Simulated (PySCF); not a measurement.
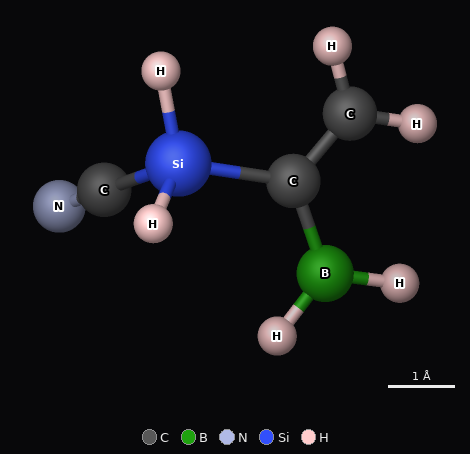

Figure 1. The structure as given in the input (ball-and-stick view, seen at a tilt).

Core-level calculation, with input and output: C$_{3}$H$_{6}$BNSi

The run: core-level calculation of C$_{3}$H$_{6}$BNSi. Method and program: delta-SCF UKS PBE0, pcX-2 on the ionised atom, pcseg-1 elsewhere, spin-free X2C (PySCF 2.14.0).

Figures and captions count atoms from 1; the log counts them from 0 in places.

## The program's output
```
ground state, core basis on atom 0 (C), 149 functions
  cycle   1  E = -487.15413689  |g| = 3.77e-01
  cycle   2  E = -487.06723477  |g| = 7.26e-01
  cycle   3  E = -487.19107202  |g| = 1.27e-01
  cycle   4  E = -487.19432178  |g| = 4.93e-02
  cycle   5  E = -487.19483465  |g| = 1.91e-02
  cycle   6  E = -487.19492872  |g| = 3.14e-03
  cycle   7  E = -487.19493119  |g| = 9.25e-04
  cycle   8  E = -487.19493269  |g| = 1.06e-04
  E(ground) = -487.19489910 Eh
hole in C 1s of atom 0
  cycle   1  E = -475.91475364  |g| = 1.51e+00
  cycle   2  E = -474.08683835  |g| = 2.07e+00
[... 10 cycles left out ...]
  E(ion) = -476.49751814 Eh   <S^2> = 0.8023   hole on atom = 1.000   binding energy = 291.091 eV
ground state, core basis on atom 1 (C), 149 functions
[... 6 cycles left out ...]
  E(ground) = -487.19600897 Eh
hole in C 1s of atom 1
[... 11 cycles left out ...]
  E(ion) = -476.53544275 Eh   <S^2> = 0.7799   hole on atom = 1.000   binding energy = 290.089 eV
ground state, core basis on atom 2 (B), 149 functions
[... 6 cycles left out ...]
  E(ground) = -487.18717066 Eh
hole in B 1s of atom 2
[... 13 cycles left out ...]
  E(ion) = -479.99050295 Eh   <S^2> = 0.9186   hole on atom = 1.000   binding energy = 195.831 eV
ground state, core basis on atom 3 (N), 149 functions
[... 6 cycles left out ...]
  E(ground) = -487.20716798 Eh
hole in N 1s of atom 3
[... 12 cycles left out ...]
  E(ion) = -472.33448749 Eh   <S^2> = 0.7894   hole on atom = 1.000   binding energy = 404.706 eV
ground state, core basis on atom 4 (C), 149 functions
[... 5 cycles left out ...]
  E(ground) = -487.19921359 Eh
hole in C 1s of atom 4
[... 14 cycles left out ...]
  E(ion) = -476.49426146 Eh   <S^2> = 0.8011   hole on atom = 1.000   binding energy = 291.297 eV
ground state, core basis on atom 5 (Si), 160 functions
[... 7 cycles left out ...]
  E(ground) = -487.26178451 Eh
hole in Si 1s of atom 5
[... 9 cycles left out ...]
  cycle  10  E = -419.44623901  |g| = 2.51e-04
  E(ion) = -419.44604663 Eh   <S^2> = 0.7519   hole on atom = 1.000   binding energy = 1845.360 eV
hole in Si 2p of atom 5
  cycle   1  E = -482.97820775  |g| = 1.22e+00
  cycle   2  E = -482.85118387  |g| = 1.08e+00
  cycle   3  E = -483.12640459  |g| = 6.25e-01
  cycle   4  E = -483.29733022  |g| = 1.50e-01
  cycle   5  E = -483.30607180  |g| = 5.02e-02
  cycle   6  E = -483.30725539  |g| = 1.90e-02
  cycle   7  E = -483.30744082  |g| = 4.03e-03
  cycle   8  E = -483.30745054  |g| = 9.15e-04
  cycle   9  E = -483.30745109  |g| = 4.61e-04
  E(ion) = -483.30724150 Eh   <S^2> = 0.7524   hole on atom = 1.002   binding energy = 107.609 eV
  2p3/2 = 107.365 eV   2p1/2 = 107.983 eV
```

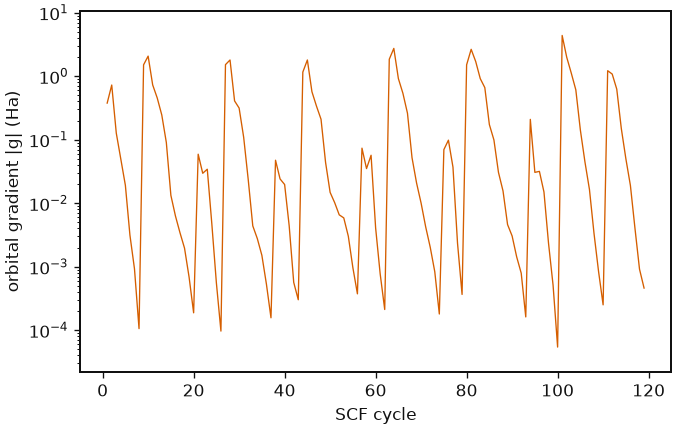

Figure 2. Convergence of the self-consistent field: orbital gradient |g| against the SCF cycle. All cycles printed in the log are drawn one after another.

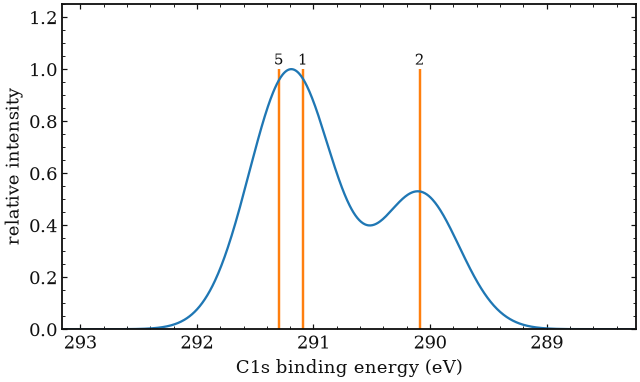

Figure 3. C1s binding energies by ΔSCF of the atoms computed, labelled by atom number, with a Gaussian envelope of 0.8 eV full width. They run from 290.09 eV (atom 2) to 291.30 eV (atom 5).

This output came from the following input.

## The input
```
{"job": {"kind": "xps", "xc": "PBE0"}, "charge": 0, "multiplicity": 1}
C     -0.295388    -1.731840    -3.015826
C     -0.315344    -0.806604    -2.031181
B     -0.924331    -1.187537    -0.655347
N     -1.912135     2.874351    -2.076110
C     -1.026588     2.131122    -2.169952
Si     0.372346     0.908035    -2.317729
H      0.114132    -1.539626    -4.016525
H     -0.698853    -2.738908    -2.849772
H     -1.373132    -2.299798    -0.493677
H     -0.953212    -0.398687     0.260830
H      1.367527     1.296233    -1.279989
H      0.944707     1.069325    -3.684656
```

The first line tells a small driver script what to run in PySCF; the rest is the geometry in Å.

Launch command:
```bash
OMP_NUM_THREADS=1 python <driver script> task.json out
```

## Results in brief

```json
{"quantity": "outcome", "value": "converged"}
{"quantity": "hardware", "value": "1 CPU thread, shared host"}
{"quantity": "wall time", "value": "53 s"}
{"quantity": "peak memory", "value": "0.67 GiB"}
```

## Notes

The core-hole state is spin-contaminated.
